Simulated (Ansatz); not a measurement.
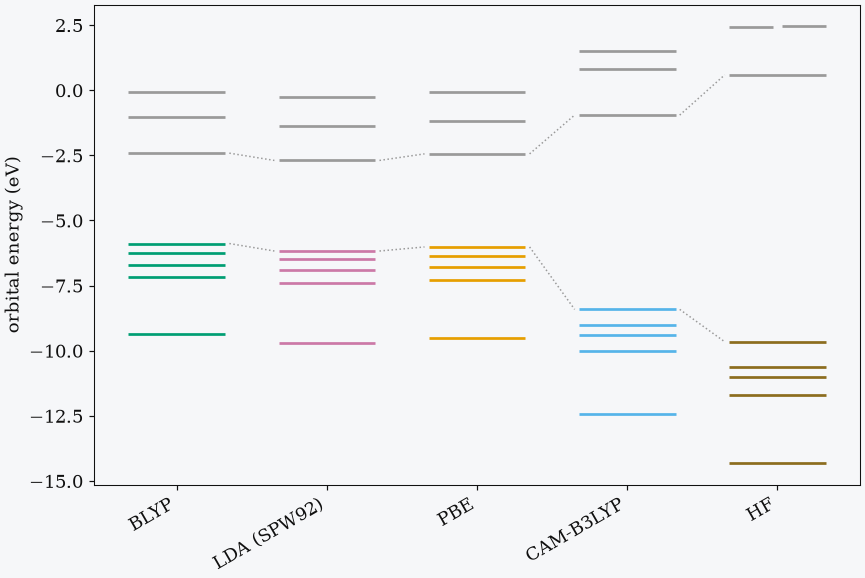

Frontier orbital energies of CH₅BInN, SMILES [InH2][B]1CN1, singlet at one geometry, def2-TZVPP, the Ansatz code, at a PBE0-D4/def2-TZVP geometry (a minimum by its frequencies). Empty levels are grey, levels within 0.1 eV stand side by side; all columns show the same few orbitals around the gap. Dotted lines join the HOMOs and the LUMOs.

Q: How do the frontier levels move from column to column?

A: The separation grows from 3.47 eV (BLYP) to 10.25 eV (HF).

```csv
level,HOMO (eV),LUMO (eV),separation (eV)
BLYP,−5.89,−2.42,3.47
LDA (SPW92),−6.17,−2.69,3.48
PBE,−6.02,−2.44,3.57
CAM-B3LYP,−8.41,−0.95,7.46
HF,−9.66,0.59,10.25
```

Limits of at least one run: core potentials past krypton; empty levels above zero depend strongly on the basis; spin-orbit coupling is left out, and with In it can shift these levels and split any degenerate set.
